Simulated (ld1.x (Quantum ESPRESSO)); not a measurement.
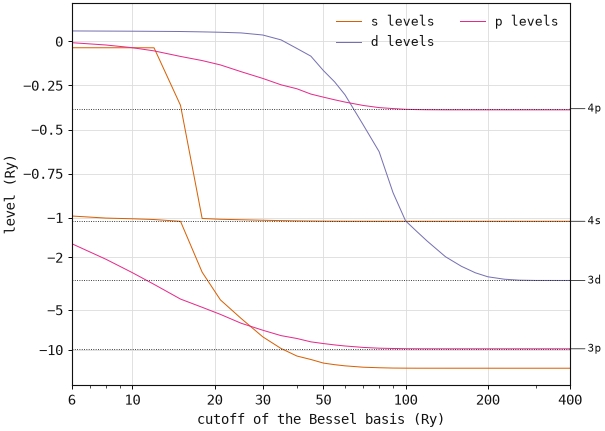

The pseudo-atom Hamiltonian at the reference potential is diagonalised in spherical Bessel functions (20 bohr box) up to the cutoff. Curves: the lowest levels of each channel that holds a bound state. Dotted lines: the all-electron valence levels.

Input of ld1.x (Quantum ESPRESSO) 7.5:

```
 &input
   title='As', zed=33., rel=1, dft='PBE', iswitch=3,
   config='[Ar] 3d10 4s2 4p3',
   nld=3, rlderiv=1.60, eminld=-12.0, emaxld=5.0, deld=0.04
 /
 &inputp
   pseudotype=2, tm=.false., rho0=0.02, lloc=1,
   nlcc=.true., rcore=0.45,
   file_pseudopw='As.UPF', file_wfcaegen='ae.wfc', file_wfcncgen='nc.wfc', file_beta='beta', file_chi='chi'
 /
3
4S  1  0   2.00   0.00  1.45  1.45  0.0
3D  3  2  10.00   0.00  0.75  0.75  0.0
3P  2  1   6.00   0.00  0.90  0.90  0.0
 &test
   configts(1)='3p6 3d10 4s2 4p3'
 /
```

Command:
```bash
ld1.x < As.in > As.out
```

Functional and relativity: PBE, scalar-relativistic.

Question: Is there a ghost state?

Answer: Ghost state below the valence levels: s at -187.5 eV. A ghost is a curve that settles on no dotted line: a bound state with no counterpart among the valence levels. The s ghost lies close to the 3s core level of the all-electron atom (-13.99 Ry), so the potential binds a state that should have stayed in the core. In Ry: s -13.78.

Question: Does the ghost need a high cutoff to show?

Answer: The lowest s curve lies clearly below the lowest valence level of its channel from about 18 Ry on and ends at -13.78 Ry.

Question: Read the all-electron valence levels.

Answer: 4s: -1.07 Ry; 3d: -2.99 Ry; 3p: -9.8 Ry; 4p: -0.38 Ry.
